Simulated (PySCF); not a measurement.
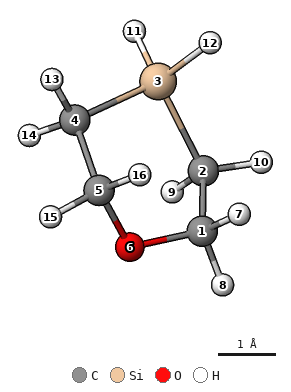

Starting structure of C4H10OSi. A ball-and-stick model, seen from a free direction.

The start comes from GFN2-xTB.

Method: PySCF, PBE0-D3(BJ)/def2-SVP geometry optimisation, gas phase.

```xyz
16

C     1.1370   -1.0769    0.1686
C     1.5090    0.3747   -0.1416
Si    0.0303    1.5045    0.2492
C    -1.4313    0.4790   -0.4055
C    -1.2227   -0.9930   -0.0420
O    -0.0089   -1.5292   -0.5131
H     0.9940   -1.1977    1.2545
H     1.9359   -1.7541   -0.1493
H     1.7706    0.4445   -1.1981
H     2.3989    0.6367    0.4289
H     0.1372    2.7992   -0.4266
H    -0.0934    1.6850    1.7034
H    -2.3879    0.8064   -0.0002
H    -1.4951    0.5602   -1.4915
H    -1.9986   -1.6146   -0.4999
H    -1.2827   -1.1159    1.0516
```

Predict the outcome.

Answer. Si3 moves most after the best rigid fit: 0.030 Å. By element the largest moves are Si 0.030 Å, H 0.029 Å, C 0.011 Å, O 0.007 Å. Among the contacts that change: Si3–H11 1.464 → 1.496 Å, Si3–H12 1.471 → 1.499 Å, C2–Si3 1.902 → 1.888 Å, C1–H7 1.102 → 1.111 Å. Among the angles between lasting bonds that change: H11–Si3–H12 110.7° → 108.4°. The energy falls by 4.72 kJ/mol in 3 geometry steps. The largest force component goes from 0.89 to 0.012 eV/Å. The run took about 80 core-seconds on a shared host.

The structure at the end:

```xyz
16

C     1.1367   -1.0871    0.1650
C     1.5086    0.3673   -0.1374
Si    0.0315    1.4850    0.2271
C    -1.4320    0.4716   -0.4018
C    -1.2226   -1.0028   -0.0449
O    -0.0087   -1.5246   -0.5184
H     0.9999   -1.2219    1.2593
H     1.9493   -1.7644   -0.1416
H     1.7705    0.4586   -1.2051
H     2.3989    0.6627    0.4411
H     0.1390    2.8217   -0.4353
H    -0.0942    1.6989    1.7058
H    -2.3881    0.8332    0.0103
H    -1.4925    0.5728   -1.4986
H    -2.0143   -1.6240   -0.4925
H    -1.2897   -1.1379    1.0558
```
